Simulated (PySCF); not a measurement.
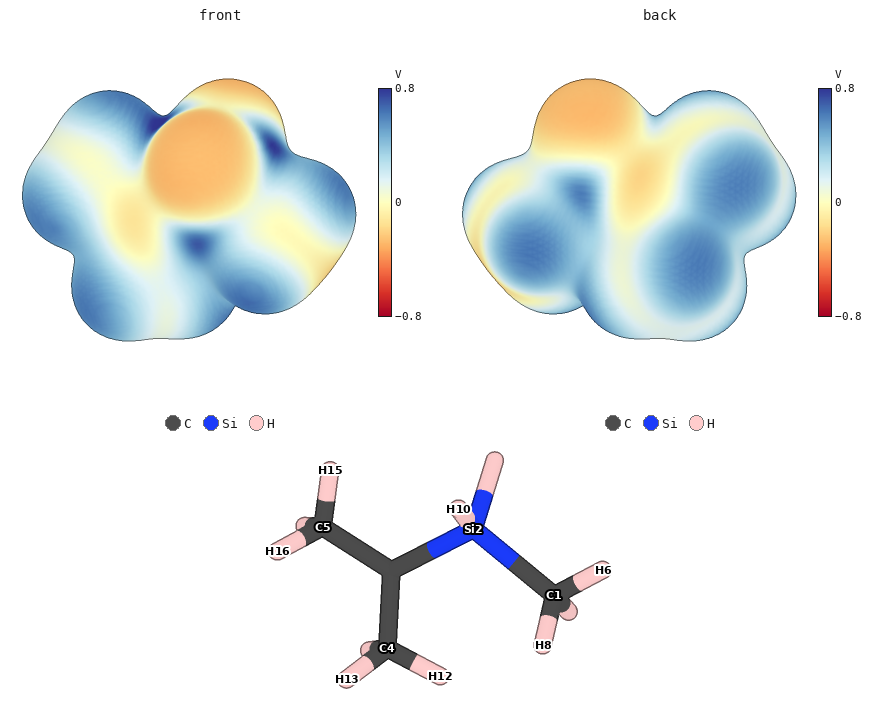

Figure 1: C4H11Si (SMILES C[SiH2][C](C)C) (doublet). The electrostatic potential painted on the density surface at 0.002 e/bohr³, seen from the front and from behind; red is negative and blue positive. The bare structure is drawn below in the same view.

Geometry: GFN2-xTB.

All numbers below come from UKS B3LYP, pcH-1 on C H Si, non-relativistic, mean-field spin-orbit, GIAO in PySCF.

The calculation's input:

```
{"job": {"kind": "epr", "basis": "pcH-1"}, "charge": 0, "multiplicity": 2}
C      2.276943    -0.641912     0.259815
Si     1.047100     0.759324    -0.086011
C     -0.694321     0.178705     0.172272
C     -1.062391    -1.158122     0.708960
C     -1.834855     1.088661    -0.116416
H      3.291708    -0.304110     0.075080
H      2.098706    -1.502678    -0.377745
H      2.228850    -0.975396     1.291992
H      1.229816     1.226303    -1.473392
H      1.371104     1.895679     0.799897
H     -1.770703    -1.661434     0.044591
H     -0.193038    -1.795859     0.838359
H     -1.564003    -1.060592     1.677105
H     -2.536976     0.627155    -0.816125
H     -1.494086     2.030609    -0.537064
H     -2.401451     1.302612     0.794755
```

Run with:

```sh
OMP_NUM_THREADS=1 python probes_run.py task.json out
```

> Describe the electrostatic potential map.

The most negative region (about −0.3 V) lies over H9 and H10, the most positive (about +0.8 V) over Si2.
